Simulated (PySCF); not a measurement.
# O: dipole response in aug-cc-pwCVQZ

How polarisable is O at the levels listed below?

Program: PySCF 2.14.0. Level of theory: unrestricted determinants in a Gaussian basis, no spin-orbit coupling in the energies. These are calculated values, not measurements, unless marked.

### Step 1. The atom as given

```
Element     : oxygen (Z = 8)
Basis       : aug-cc-pwCVQZ
Hamiltonian : the non-relativistic Hamiltonian (point nucleus)
State 1     : O: [He] 2s2 2p4, high-spin 3P determinant
Methods     : UHF, PBE, PBE0, TPSS, revPBE
```

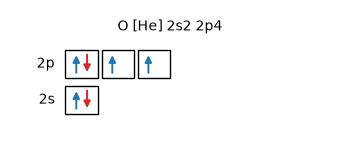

Occupation of the outer shells (arrows by Hund's rule).

The runs were made by one driver on top of PySCF. The scripts below sum up each run's settings (the driver also hands on starting orbitals that pick excited configurations, and frozen orbitals as a list rather than a count), and the logs come from the driver's own runs. The driver starts from symmetry-adapted Hartree-Fock orbitals, holds the occupation by maximum overlap and uses a logarithmic radial grid for functionals, so a plain start would take other cycles.

The integrals over 109 functions and the set-up took 0.55 s of CPU time.

### Step 2. O, method by method

#### UHF

input.py reads:

```python
from pyscf import gto, scf, dft, mp, cc
import basis_set_exchange as bse
mol = gto.M(atom="O 0 0 0", charge=0, spin=2, symmetry="D2h",
            basis=gto.basis.parse(bse.get_basis("aug-cc-pwCVQZ", elements=["O"], fmt="nwchem")))
mf = scf.UHF(mol)
mf.irrep_nelec = {'Ag': (2, 2), 'B1u': (1, 0), 'B2u': (1, 1), 'B3u': (1, 0)}
mf.kernel()
```

Log:

```text
damping factor = 0
level_shift factor = 0
DIIS = <class 'pyscf.scf.diis.CDIIS'>
diis_start_cycle = 1
diis_space = 10
diis_damp = 0
SCF conv_tol = 1e-09
SCF conv_tol_grad = None
number electrons alpha = 5  beta = 3
cycle= 1 E= -74.8173191463652  delta_E= -0.00459  |g|= 0.0293  |ddm|= 0.0331
cycle= 2 E= -74.8176250328537  delta_E= -0.000306  |g|= 0.00799  |ddm|= 0.01
cycle= 3 E= -74.8176548503675  delta_E= -2.98e-05  |g|= 0.000778  |ddm|= 0.005
cycle= 4 E= -74.8176556445839  delta_E= -7.94e-07  |g|= 0.000387  |ddm|= 0.00169
cycle= 5 E= -74.8176558514604  delta_E= -2.07e-07  |g|= 0.000137  |ddm|= 0.00118
cycle= 6 E= -74.8176558728849  delta_E= -2.14e-08  |g|= 1.75e-05  |ddm|= 0.000505
cycle= 7 E= -74.8176558731504  delta_E= -2.66e-10  |g|= 3.89e-06  |ddm|= 4.43e-05
converged SCF energy = -74.8176558731504  <S^2> = 2.0093571  2S+1 = 3.0062316
```

It used 26 s of CPU time after the integrals (shared host).

Orbital energies by shell (radii are means over both spins):

```
shell  electrons  mean orbital energy (eV)  spread (eV)  rms radius (bohr)
 1s α          1                   -563.50            0              0.231
 1s β          1                   -561.37            0              0.231
 2s α          1                   -38.604            0               1.26
 2s β          1                   -29.278            0               1.26
 2p α          3                   -18.448        2.705               1.41
 2p β          1                   -14.198            0               1.41
```

⟨S²⟩ = 2.009, ⟨L²⟩ = 2.02.

The driver then solved the coupled dipole response at imaginary frequencies: mean α = 4.745 bohr³ (xx, yy, zz: 4.546, 5.142, 4.546), C₆ = 13.85 au for a like pair.

#### PBE

input.py, as changed from the run before:

```diff
@@ -4,3 +4,3 @@
             basis=gto.basis.parse(bse.get_basis("aug-cc-pwCVQZ", elements=["O"], fmt="nwchem")))
-mf = scf.UHF(mol)
+mf = dft.UKS(mol, xc="PBE")
 mf.irrep_nelec = {'Ag': (2, 2), 'B1u': (1, 0), 'B2u': (1, 1), 'B3u': (1, 0)}
```

Log:

```text
damping factor = 0
level_shift factor = 0
DIIS = <class 'pyscf.scf.diis.CDIIS'>
diis_start_cycle = 1
diis_space = 10
diis_damp = 0
SCF conv_tol = 1e-09
SCF conv_tol_grad = None
number electrons alpha = 5  beta = 3
XC functionals = PBE
    J. P. Perdew, K. Burke, and M. Ernzerhof.,  Phys. Rev. Lett. 77, 3865 (1996)
    J. P. Perdew, K. Burke, and M. Ernzerhof.,  Phys. Rev. Lett. 78, 1396 (1997)
    J. P. Perdew, K. Burke, and M. Ernzerhof.,  Phys. Rev. Lett. 77, 3865 (1996)
    J. P. Perdew, K. Burke, and M. Ernzerhof.,  Phys. Rev. Lett. 78, 1396 (1997)
cycle= 1 E= -75.0135408936378  delta_E= -0.00897  |g|= 0.0207  |ddm|= 0.408
cycle= 2 E= -75.0135549666989  delta_E= -1.41e-05  |g|= 0.0233  |ddm|= 0.0583
cycle= 3 E= -75.0137495454269  delta_E= -0.000195  |g|= 0.00132  |ddm|= 0.0306
cycle= 4 E= -75.0137501340957  delta_E= -5.89e-07  |g|= 0.000324  |ddm|= 0.00276
cycle= 5 E= -75.0137501845052  delta_E= -5.04e-08  |g|= 1.9e-05  |ddm|= 0.000639
cycle= 6 E= -75.013750184671  delta_E= -1.66e-10  |g|= 1.13e-06  |ddm|= 4.81e-05
converged SCF energy = -75.013750184671  <S^2> = 2.0032561  2S+1 = 3.0021699
```

CPU time 11 s on a shared host, the integrals not counted.

The driver then solved the coupled dipole response at imaginary frequencies: mean α = 5.770 bohr³ (xx, yy, zz: 5.344, 6.622, 5.344), C₆ = 17.68 au for a like pair.

#### PBE0

input.py, as changed from the run before:

```diff
@@ -4,3 +4,3 @@
             basis=gto.basis.parse(bse.get_basis("aug-cc-pwCVQZ", elements=["O"], fmt="nwchem")))
-mf = dft.UKS(mol, xc="PBE")
+mf = dft.UKS(mol, xc="PBE0")
 mf.irrep_nelec = {'Ag': (2, 2), 'B1u': (1, 0), 'B2u': (1, 1), 'B3u': (1, 0)}
```

Log:

```text
damping factor = 0
level_shift factor = 0
DIIS = <class 'pyscf.scf.diis.CDIIS'>
diis_start_cycle = 1
diis_space = 10
diis_damp = 0
SCF conv_tol = 1e-09
SCF conv_tol_grad = None
number electrons alpha = 5  beta = 3
XC functionals = PBE0
    C. Adamo and V. Barone.,  J. Chem. Phys. 110, 6158 (1999)
    M. Ernzerhof and G. E. Scuseria.,  J. Chem. Phys. 110, 5029 (1999)
cycle= 1 E= -75.0215666504695  delta_E= -0.00604  |g|= 0.0149  |ddm|= 0.297
cycle= 2 E= -75.0216636657098  delta_E= -9.7e-05  |g|= 0.0041  |ddm|= 0.0253
cycle= 3 E= -75.02167082403  delta_E= -7.16e-06  |g|= 0.00276  |ddm|= 0.00953
cycle= 4 E= -75.0216735963391  delta_E= -2.77e-06  |g|= 0.000323  |ddm|= 0.00388
cycle= 5 E= -75.0216736884562  delta_E= -9.21e-08  |g|= 3.6e-05  |ddm|= 0.000991
cycle= 6 E= -75.021673689365  delta_E= -9.09e-10  |g|= 2.46e-06  |ddm|= 0.000111
converged SCF energy = -75.021673689365  <S^2> = 2.0040013  2S+1 = 3.0026664
```

It used 34 s of CPU time after the integrals (shared host).

The driver then solved the coupled dipole response at imaginary frequencies: mean α = 5.368 bohr³ (xx, yy, zz: 5.037, 6.030, 5.037), C₆ = 16.18 au for a like pair.

#### TPSS

input.py, as changed from the run before:

```diff
@@ -4,3 +4,3 @@
             basis=gto.basis.parse(bse.get_basis("aug-cc-pwCVQZ", elements=["O"], fmt="nwchem")))
-mf = dft.UKS(mol, xc="PBE0")
+mf = dft.UKS(mol, xc="TPSS")
 mf.irrep_nelec = {'Ag': (2, 2), 'B1u': (1, 0), 'B2u': (1, 1), 'B3u': (1, 0)}
```

Log:

```text
damping factor = 0
level_shift factor = 0
DIIS = <class 'pyscf.scf.diis.CDIIS'>
diis_start_cycle = 1
diis_space = 10
diis_damp = 0
SCF conv_tol = 1e-09
SCF conv_tol_grad = None
number electrons alpha = 5  beta = 3
XC functionals = TPSS
    J. Tao, J. P. Perdew, V. N. Staroverov, and G. E. Scuseria.,  Phys. Rev. Lett. 91, 146401 (2003)
    J. P. Perdew, J. Tao, V. N. Staroverov, and G. E. Scuseria.,  J. Chem. Phys. 120, 6898 (2004)
    J. Tao, J. P. Perdew, V. N. Staroverov, and G. E. Scuseria.,  Phys. Rev. Lett. 91, 146401 (2003)
    J. P. Perdew, J. Tao, V. N. Staroverov, and G. E. Scuseria.,  J. Chem. Phys. 120, 6898 (2004)
cycle= 1 E= -75.1082943614143  delta_E= -0.00702  |g|= 0.0157  |ddm|= 0.307
cycle= 2 E= -75.1083626707227  delta_E= -6.83e-05  |g|= 0.00828  |ddm|= 0.0356
cycle= 3 E= -75.1083797629611  delta_E= -1.71e-05  |g|= 0.00508  |ddm|= 0.0178
cycle= 4 E= -75.108388548607  delta_E= -8.79e-06  |g|= 0.000278  |ddm|= 0.00633
cycle= 5 E= -75.1083885878743  delta_E= -3.93e-08  |g|= 2.3e-05  |ddm|= 0.000579
cycle= 6 E= -75.1083885881413  delta_E= -2.67e-10  |g|= 1.32e-06  |ddm|= 6.49e-05
converged SCF energy = -75.1083885881413  <S^2> = 2.0036826  2S+1 = 3.0024541
```

It used 33 s of CPU time after the integrals (shared host).

The driver then solved the coupled dipole response at imaginary frequencies: mean α = 5.567 bohr³ (xx, yy, zz: 5.184, 6.332, 5.184), C₆ = 17.04 au for a like pair.

#### revPBE

input.py, as changed from the run before:

```diff
@@ -4,3 +4,3 @@
             basis=gto.basis.parse(bse.get_basis("aug-cc-pwCVQZ", elements=["O"], fmt="nwchem")))
-mf = dft.UKS(mol, xc="TPSS")
+mf = dft.UKS(mol, xc="PBE_R,PBE")
 mf.irrep_nelec = {'Ag': (2, 2), 'B1u': (1, 0), 'B2u': (1, 1), 'B3u': (1, 0)}
```

Log:

```text
damping factor = 0
level_shift factor = 0
DIIS = <class 'pyscf.scf.diis.CDIIS'>
diis_start_cycle = 1
diis_space = 10
diis_damp = 0
SCF conv_tol = 1e-09
SCF conv_tol_grad = None
number electrons alpha = 5  beta = 3
XC functionals = PBE_R,PBE
    Y. Zhang and W. Yang.,  Phys. Rev. Lett. 80, 890 (1998)
    J. P. Perdew, K. Burke, and M. Ernzerhof.,  Phys. Rev. Lett. 77, 3865 (1996)
    J. P. Perdew, K. Burke, and M. Ernzerhof.,  Phys. Rev. Lett. 78, 1396 (1997)
cycle= 1 E= -75.0750663295271  delta_E= -0.00822  |g|= 0.0209  |ddm|= 0.403
cycle= 2 E= -75.0750827867741  delta_E= -1.65e-05  |g|= 0.0235  |ddm|= 0.0637
cycle= 3 E= -75.0752837608694  delta_E= -0.000201  |g|= 0.00135  |ddm|= 0.0309
cycle= 4 E= -75.0752843845361  delta_E= -6.24e-07  |g|= 0.00035  |ddm|= 0.00297
cycle= 5 E= -75.0752844435423  delta_E= -5.9e-08  |g|= 1.85e-05  |ddm|= 0.000699
cycle= 6 E= -75.0752844437123  delta_E= -1.7e-10  |g|= 1.43e-06  |ddm|= 5.12e-05
converged SCF energy = -75.0752844437123  <S^2> = 2.0035004  2S+1 = 3.0023327
```

It used 10 s of CPU time after the integrals (shared host).

The driver then solved the coupled dipole response at imaginary frequencies: mean α = 5.764 bohr³ (xx, yy, zz: 5.333, 6.627, 5.333), C₆ = 17.67 au for a like pair.

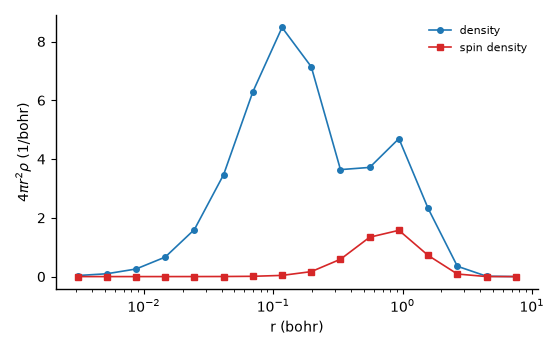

Radial density 4πr²ρ of O at UHF, at 16 stored radii joined by straight lines.

### Step 3. The response side by side

O, in atomic units:

```
method  mean α  C₆ (like pair)  S(−4)
   UHF   4.745           13.85  10.01
   PBE   5.770           17.68  17.32
  PBE0   5.368           16.18  14.02
  TPSS   5.567           17.04  15.39
revPBE   5.764           17.67  17.35
```

Reference α: 5.3 ± 0.2 bohr³ (recommended; Schwerdtfeger and Nagle, table of static dipole polarizabilities (2023 update)). Published C₆: 15.60 (Chu and Dalgarno (2004); Tang, Norbeck and Certain (1976)).

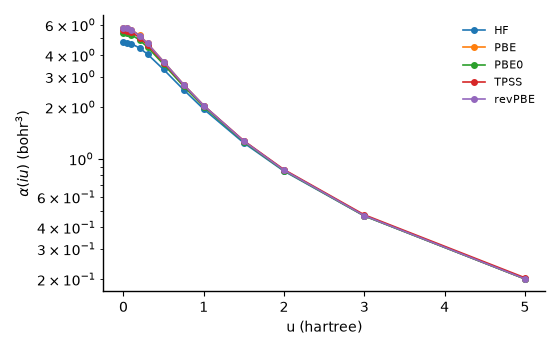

α(iu) of O, the polarisability at imaginary frequency, on a logarithmic scale.

### Step 4. Outcome

| quantity | value |
| --- | --- |
| α of O | 4.745 (UHF) to 5.770 (PBE) bohr³; reference 5.300 |

**Reading.** For O PBE0 is nearest the reference (+1 %). All values hold for this basis alone; no basis-set limit was taken.
